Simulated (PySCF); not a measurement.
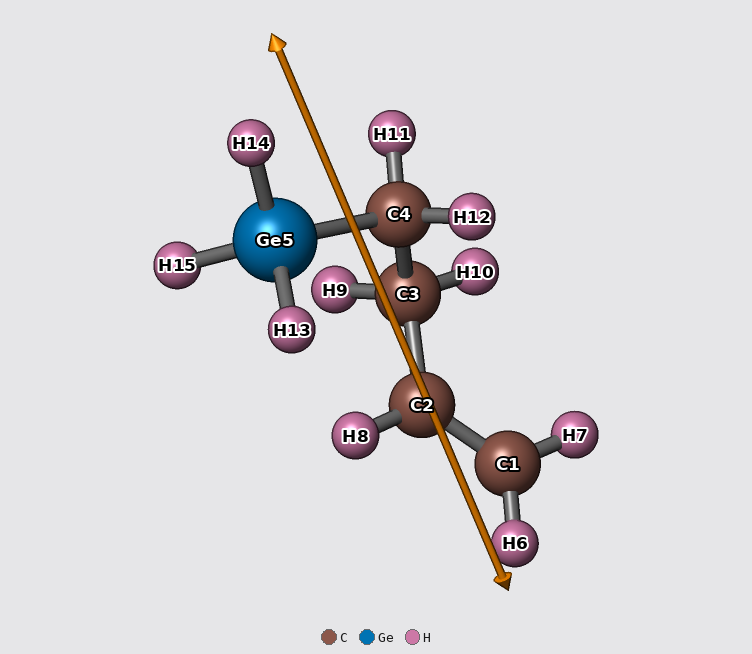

The double arrow shows the direction of the transition dipole to excited singlet state 1 (its length means nothing). The geometry was computed by an optimisation with GFN2-xTB. No frequency run is at hand to confirm it as a minimum. Level of theory: TDDFT B3LYP/def2-SVPD, vertical, gas phase, core orbitals frozen in the response (PySCF 2.14.0).

Question. Where does the transition lie, and how strong is it?

Answer. 6.81 eV (182 nm), oscillator strength 0.072, of mixed character, with the largest part HOMO → LUMO+1 (weight 0.45); transition dipole 1.68 D.

The geometry is semi-empirical. Around Ge such bond lengths and angles can be off by a tenth of an ångström or more and by several degrees, and values that hang on the shape move with them.
